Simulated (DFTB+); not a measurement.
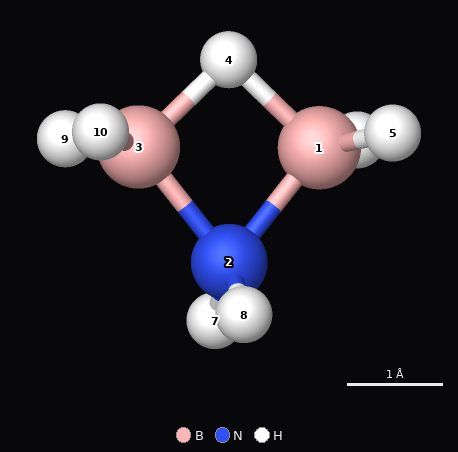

The starting structure (ball-and-stick view, seen at a tilt; atoms are numbered from 1 in the order of the input). Bond lengths as drawn: B–H 1.18 to 1.34 Å, B–N 1.55 Å and H–N 1.01 Å.

**Run report: B₂NH₇, geometry relaxation**

System: B₂NH₇.
Method: GFN2-xTB, R-SCC, dispersion built in (DFTB+ 25.1).

The geometry comes from this level: GFN2-xTB.

Input file (dftb_in.hsd)
```
Geometry = xyzFormat {
  <<< "input.xyz"
}
Driver = GeometryOptimisation {
  Optimiser = Rational {}
  MaxSteps = 200
  Convergence {
    GradElem = 0.003
  }
  AppendGeometries = Yes
}
Hamiltonian = xTB {
  Method = "GFN2-xTB"
  SCCTolerance = 1e-08
  Filling = Fermi {
    Temperature [Kelvin] = 300
  }
}
Analysis {
  PrintForces = Yes
}
Options {
  WriteResultsTag = Yes
}
ParserOptions {
  ParserVersion = 14
}
```

File input.xyz
```
10

B      0.610040     0.718790    -0.405110
N     -0.689730     0.383640     0.370470
B     -0.073060    -1.016690     0.116980
H      0.997740    -0.555620    -0.537630
H      0.411470     1.135930    -1.489330
H      1.420560     1.261220     0.256260
H     -0.739630     0.691800     1.330740
H     -1.562120     0.586200    -0.095940
H      0.317500    -1.537810     1.099080
H     -0.692760    -1.667450    -0.645510
```

Launch command:
```bash
dftb+ > run.log
```

Log
```
|  DFTB+ development version (commit: a23bfb2)

Reading input file 'dftb_in.hsd'
Parser version: 14

--------------------------------------------------------------------------------

Processed input in HSD format written to 'dftb_pin.hsd'

Starting initialization...
--------------------------------------------------------------------------------
OpenMP threads:              1
Chosen random seed:          328652473
Current stacksize:           unlimited
Mode:                        Geometry optimisation relaxation
Self consistent charges:     Yes
SCC-tolerance:                 0.100000E-07
Max. scc iterations:                    100
Shell resolved Hubbard:      Yes
Spin polarisation:           No
Nr. of up electrons:             9.000000
Nr. of down electrons:           9.000000
Periodic boundaries:         No
Electronic solver:           Relatively robust
Mixer:                       Broyden mixer
Mixing parameter:                  0.200000
Nr. of chrg. vec. in memory:            100
Max. SCC-cycles:                        100
Max. nr. of geometry steps:             200
tblite library version:      0.3.0
-> parametrization:          GFN2-xTB
-> repulsion:                Yes
-> dispersion:               Yes
-> halogen bonding:          No
-> electrostatics:           Yes
   -> isotropic:             Yes
   -> anisotropic:           Yes
   -> third-order:           Yes
Electronic temperature:              0.950045E-03 H      0.258520E-01 eV
Initial charges:             Set automatically (system chrg:   0.000E+00)
Included shells:             B:  s, p
                             N:  s, p
                             H:  s
Extra options:
                             Mulliken analysis
                             Force calculation
Force type                   original

--------------------------------------------------------------------------------

***  Geometry step: 0

 iSCC Total electronic   Diff electronic      SCC error
    1   -0.90343052E+01    0.00000000E+00    0.14187214E+01
    2   -0.90580113E+01   -0.90343052E+01    0.11037371E+01
    3   -0.90086965E+01   -0.23706149E-01    0.35261129E+00
    4   -0.90453254E+01    0.49314797E-01    0.29000133E+00
    5   -0.90654298E+01   -0.36628905E-01    0.19983858E+00
    6   -0.90842368E+01   -0.20104400E-01    0.19258931E-01
    7   -0.90845494E+01   -0.18806916E-01    0.68860377E-02
    8   -0.90844042E+01   -0.31260188E-03    0.13312391E-01
    9   -0.90846250E+01    0.14519943E-03    0.36303886E-02
   10   -0.90846824E+01   -0.22085279E-03    0.20449954E-02
   11   -0.90847138E+01   -0.57366426E-04    0.41401854E-03
   12   -0.90847205E+01   -0.31463252E-04    0.10226404E-03
   13   -0.90847209E+01   -0.66567308E-05    0.25950192E-04
   14   -0.90847204E+01   -0.45098412E-06    0.10112223E-04
   15   -0.90847204E+01    0.58151402E-06    0.10533090E-04
   16   -0.90847205E+01   -0.75412233E-07    0.28645618E-05
   17   -0.90847205E+01   -0.45177680E-07    0.43539186E-06
   18   -0.90847205E+01   -0.14306439E-07    0.54195481E-07
   19   -0.90847205E+01   -0.64128223E-08    0.12278906E-07
   20   -0.90847205E+01   -0.86913232E-09    0.68608319E-09

Total Energy:                       -8.9880335512 H         -244.5768 eV
Extrapolated to 0K:                 -8.9880335512 H         -244.5768 eV
Total Mermin free energy:           -8.9880335512 H         -244.5768 eV
Force related energy:               -8.9880335512 H         -244.5768 eV

total energy  -8.9880336E+00 H       energy change -8.9880336E+00 H
gradient norm  2.4741197E-04 H/a0    max. gradient  1.0837109E-04 H/a0
step length    0.0000000E+00 a0      max. step      0.0000000E+00 a0

Geometry converged

--------------------------------------------------------------------------------
--------------------------------------------------------------------------------
SCC                                    +       0.01 ( 81.2%)       0.04 ( 92.5%)
--------------------------------------------------------------------------------
Missing                                +       0.00 ( 18.8%)       0.00 (  7.5%)
Total                                  =       0.02 (100.0%)       0.04 (100.0%)
--------------------------------------------------------------------------------
```

File detailed.out
```
Fermi distribution function

Geometry optimization step: 0

********************************************************************************
 iSCC Total electronic   Diff electronic      SCC error
   20   -0.90847205E+01   -0.86913232E-09    0.68608319E-09
********************************************************************************

 Total charge:    -0.00000000

 Atomic gross charges (e)
 Atom           Charge
    1       0.18347613
    2      -0.23495806
    3       0.18321739
    4       0.00454906
    5      -0.11948558
    6      -0.11941068
    7       0.17082821
    8       0.17084985
    9      -0.11949910
   10      -0.11956721

Nr. of electrons (up):     18.00000000
Atom populations (up)
 Atom       Population
    1       2.81652387
    2       5.23495806
    3       2.81678261
    4       0.99545094
    5       1.11948558
    6       1.11941068
    7       0.82917179
    8       0.82915015
    9       1.11949910
   10       1.11956721

l-shell populations (up)
 Atom Sh.   l       Population
    1   1   0       0.83278734
    1   2   1       1.98373653
    2   1   0       1.27012059
    2   2   1       3.96483746
    3   1   0       0.83262690
    3   2   1       1.98415571
    4   1   0       0.99545094
    5   1   0       1.11948558
    6   1   0       1.11941068
    7   1   0       0.82917179
    8   1   0       0.82915015
    9   1   0       1.11949910
   10   1   0       1.11956721

Orbital populations (up)
 Atom Sh.   l   m       Population  Label
    1   1   0   0       0.83278734  s
    1   2   1  -1       0.56861068  p_y
    1   2   1   0       0.77091179  p_z
    1   2   1   1       0.64421406  p_x
    2   1   0   0       1.27012059  s
    2   2   1  -1       1.47484932  p_y
    2   2   1   0       1.22351674  p_z
    2   2   1   1       1.26647141  p_x
    3   1   0   0       0.83262690  s
    3   2   1  -1       0.58221247  p_y
    3   2   1   0       0.76690338  p_z
    3   2   1   1       0.63503986  p_x
    4   1   0   0       0.99545094  s
    5   1   0   0       1.11948558  s
    6   1   0   0       1.11941068  s
    7   1   0   0       0.82917179  s
    8   1   0   0       0.82915015  s
    9   1   0   0       1.11949910  s
   10   1   0   0       1.11956721  s

Fermi level:                        -0.2448909038 H           -6.6638 eV
Band energy:                        -8.5702127894 H         -233.2074 eV
TS:                                  0.0000000000 H            0.0000 eV
Band free energy (E-TS):            -8.5702127894 H         -233.2074 eV
Extrapolated E(0K):                 -8.5702127894 H         -233.2074 eV
Input / Output electrons (q):     18.0000000000     18.0000000000

Energy H0:                          -9.1514266167 H         -249.0230 eV
Energy SCC:                          0.0667061071 H            1.8152 eV
Total Electronic energy:            -9.0847205095 H         -247.2078 eV
Repulsive energy:                    0.1009259015 H            2.7463 eV
Total energy:                       -8.9880335512 H         -244.5768 eV
Extrapolated to 0:                  -8.9880335512 H         -244.5768 eV
Total Mermin free energy:           -8.9880335512 H         -244.5768 eV
Force related energy:               -8.9880335512 H         -244.5768 eV

Non-constrained calculation

SCC converged

Full geometry written in geo_end.{xyz|gen}

Total Forces
    1      0.000024621530     -0.000050093088     -0.000041888621
    2     -0.000057355918     -0.000108371094     -0.000077026596
    3     -0.000019133444      0.000071259476     -0.000001935326
    4      0.000072878148      0.000041428047     -0.000030668477
    5     -0.000015460262     -0.000013415620     -0.000012639290
    6      0.000042401442      0.000047002351      0.000048799001
    7      0.000015245508      0.000014561804      0.000032595670
    8     -0.000036438954      0.000045909290      0.000028431732
    9      0.000013922395     -0.000045877515      0.000070791555
   10     -0.000040680445     -0.000002403653     -0.000016459648

Maximal derivative component:        0.108371E-03 au

Dipole moment:   -0.85724298    0.47636959    0.45862998 au
Dipole moment:   -2.17889450    1.21081081    1.16572122 Debye

Geometry converged
```

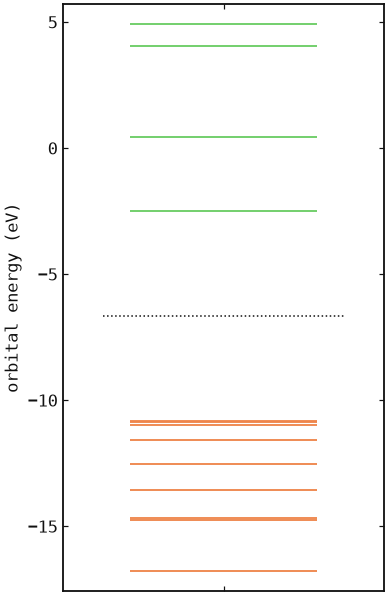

Orbital energies near the frontier; the dotted line parts filled from empty levels, and levels within 0.02 eV of each other stand side by side. Highest filled −10.81 eV, lowest empty −2.52 eV, 8.29 eV apart.

Results in brief

- outcome: converged
- Mermin free energy: −8.988034 hartree
- basis functions: 19
- largest force: 0.007 eV/Å
- HOMO: −10.81 eV
- LUMO: −2.52 eV
- dipole moment: 2.75 D
- hardware: 1 thread of Intel Xeon (Sapphire Rapids), 192 GiB of memory available, shared host
- peak memory: 0.071 GiB

Settings chosen away from the usual ones: gtol. These settings are looser than, or depart from, a standard set-up, so the numbers are not reference values for this system.
